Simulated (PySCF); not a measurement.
# CH4OSi (SMILES CO[SiH]): levels of theory compared

Wanted: a comparison of 6 runs (B2PLYP/aug-cc-pVDZ, BLYP/aug-cc-pVDZ, CAM-B3LYP/aug-cc-pVDZ, M06-L/aug-cc-pVDZ, r2SCAN/aug-cc-pVDZ, CCSD(T)/aug-cc-pVDZ) of CH4OSi. Input form: a Python script.

The results are computed with PySCF 2.14.0.

1 further run of the same task is left out (set aside as unsound or not needed).

## 1. The molecule

CH4OSi has 7 atoms, charge 0, and is taken as a singlet. As SMILES, `CO[SiH]`. The coordinates come from a PBE0-D4/def2-TZVP relaxation. This is one conformer, not always the lowest.

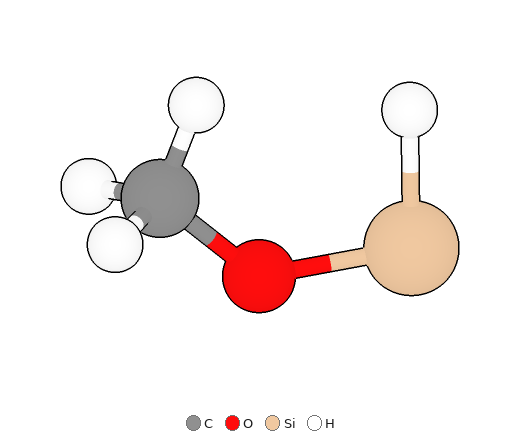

Viewed from a chosen angle; carbon grey, oxygen red, silicon light orange, hydrogen white.

## 2. The energy at B2PLYP/aug-cc-pVDZ (run 1)

Input file start.xyz:

```xyz
7
CH4OSi
C     -0.512400     0.485500    -0.338500
O     -0.443200    -0.446500     0.717600
Si     0.796900    -1.387300     1.229900
H     -1.296400     0.180800    -1.035500
H      0.443800     0.547500    -0.868700
H     -0.769300     1.467500     0.065400
H      1.841700    -0.915600     0.184100
```

Input file calc.py:

```python
from pyscf import gto, dft, mp

system = gto.M(
    atom='start.xyz',
    basis='aug-cc-pvdz',
    max_memory=1860,
    verbose=3,
    spin=0,
)

calc0 = dft.RKS(system, xc='0.53*HF + 0.47*B88, 0.73*LYP')
calc0.grids.level = 5
calc0.conv_tol = 1e-10
calc0.kernel()
if not calc0.converged:
    calc0 = calc0.newton().run(calc0.mo_coeff, calc0.mo_occ)

pt = mp.MP2(calc0, frozen=7).run()
e_tot = calc0.e_tot + 0.27 * pt.e_corr
print('PT2 part  %.8f' % (0.27 * pt.e_corr))
print('E = %.10f Eh' % e_tot)
```

The run is started by

```console
OMP_NUM_THREADS=1 python calc.py
```

The program printed:

```text
converged SCF energy = -404.832644868731
E(RMP2) = -405.373119433639  E_corr = -0.540474564908008
E(SCS-RMP2) = -405.371636786411  E_corr = -0.538991917680287
PT2 part  -0.14592813
E = -404.9785730013 Eh
```

It took 20 s on 1 thread of Intel Xeon at 2.70GHz, shared host; peak memory 0.56 GiB.

## 3. A single-point energy at BLYP/aug-cc-pVDZ (run 2)

Input file input.py:

```python
from pyscf import gto, dft

molecule = gto.M(
    atom='''
C     -0.968296     0.917462    -0.639672
O     -0.837527    -0.843763     1.356067
Si     1.505923    -2.621617     2.324174
H     -2.449841     0.341662    -1.956811
H      0.838660     1.034625    -1.641605
H     -1.453766     2.773173     0.123588
H      3.480309    -1.730233     0.347899
''',
    verbose=4,
    max_memory=1860,
    spin=0,
    basis='aug-cc-pvdz',
    unit='bohr',
)

calc0 = dft.RKS(molecule, xc='blyp')
calc0.grids.level = 5
calc0.conv_tol = 1e-10
calc0.kernel()
if not calc0.converged:
    calc0 = calc0.newton().run(calc0.mo_coeff, calc0.mo_occ)

etot = calc0.e_tot
print('E(%s) = %.9f' % ('BLYP', etot))
```

The run is started by

```console
OMP_NUM_THREADS=1 python input.py
```

The program printed:

```text
PySCF version 2.14.0

[... 79 lines left out ...]
converged SCF energy = -405.17270772449
E(BLYP) = -405.172707724
```

Run time: 20 s. Hardware: 1 thread of Intel Xeon at 2.70GHz, shared host; peak memory 0.56 GiB.

Runs 3 to 5 aren't shown in full; the table further down has their settings and results.

## 4. A single-point energy at CCSD(T)/aug-cc-pVDZ (run 6)

Input file calc.py:

```python
# CO[SiH]
from pyscf import gto, scf, cc

mol = gto.M(
    atom=[
    ('C', (-0.512400, 0.485500, -0.338500)),
    ('O', (-0.443200, -0.446500, 0.717600)),
    ('Si', (0.796900, -1.387300, 1.229900)),
    ('H', (-1.296400, 0.180800, -1.035500)),
    ('H', (0.443800, 0.547500, -0.868700)),
    ('H', (-0.769300, 1.467500, 0.065400)),
    ('H', (1.841700, -0.915600, 0.184100)),
],
    basis='aug-cc-pvdz',
    verbose=3,
    max_memory=1860,
    charge=0,
)

mf = scf.RHF(mol)
mf.conv_tol = 1e-10
mf.kernel()
if not mf.converged:
    mf = mf.newton().run(mf.mo_coeff, mf.mo_occ)

mycc = cc.CCSD(mf, frozen=7)
mycc.kernel()
e_t = mycc.ccsd_t()
etot = mycc.e_tot + e_t
print('Final energy', etot)
```

The run is started by

```console
OMP_NUM_THREADS=1 python calc.py
```

The program printed:

```text
converged SCF energy = -403.978429552645
E(CCSD) = -404.4530065482624  E_corr = -0.4745769956170583
CCSD(T) correction = -0.015255881022793
Final energy -404.4682624292851
```

It took 37 s on 1 thread of Intel Xeon at 2.70GHz, shared host; peak memory 0.78 GiB.

## 5. All runs side by side

| run | level | frozen core orbitals | integration grid | energy (Eh) | dipole moment (D) of the reference | HOMO energy (eV) | LUMO energy (eV) | wall time |
| --- | --- | --- | --- | --- | --- | --- | --- | --- |
| 1 | B2PLYP/aug-cc-pVDZ | 7 | 5 | -404.978573 | 1.65 | -7.48 | -0.91 | 20 s |
| 2 | BLYP/aug-cc-pVDZ | – | 5 | -405.172708 | 1.63 | -5.39 | -2.74 | 20 s |
| 3 | CAM-B3LYP/aug-cc-pVDZ | – | 5 | -405.165431 | 1.66 | -7.86 | -1.00 | 32 s |
| 4 | M06-L/aug-cc-pVDZ | – | 5 | -405.185437 | 1.70 | -5.66 | -2.53 | 36 s |
| 5 | r2SCAN/aug-cc-pVDZ | – | 5 | -405.113207 | 1.80 | -5.68 | -2.73 | 34 s |
| 6 | CCSD(T)/aug-cc-pVDZ | 7 | – | -404.468262 | 1.75 | -9.01 | 0.65 | 37 s |

## 6. Outcome

| quantity | value |
| --- | --- |
| run 6: total energy | -404.46826 Eh |
| run 6: dipole moment (Hartree–Fock density) | 1.75 D |
| run 6: HOMO energy (Hartree–Fock orbitals) | -9.01 eV |
| run 6: LUMO energy (Hartree–Fock orbitals) | 0.65 eV |
| run 6: HOMO–LUMO gap (Hartree–Fock orbitals) | 9.66 eV |
| run 6: correlation energy (7 core orbitals frozen) | -489.8 mEh |
| run 6: (T) correction | -15.26 mEh |
| run 6: T1 diagnostic | 0.017 |

What this shows: Over runs 1, 2, 3, 4, 5 the dipole moment (its size) runs from 1.63 D (BLYP/aug-cc-pVDZ) to 1.80 D (r2SCAN/aug-cc-pVDZ). Over runs 1, 2, 3, 4, 5 the HOMO–LUMO gap runs from 2.65 eV (BLYP/aug-cc-pVDZ) to 6.86 eV (CAM-B3LYP/aug-cc-pVDZ). Totals of different functionals can't be ranked against each other. All runs together took 3 min, the longest 37 s.
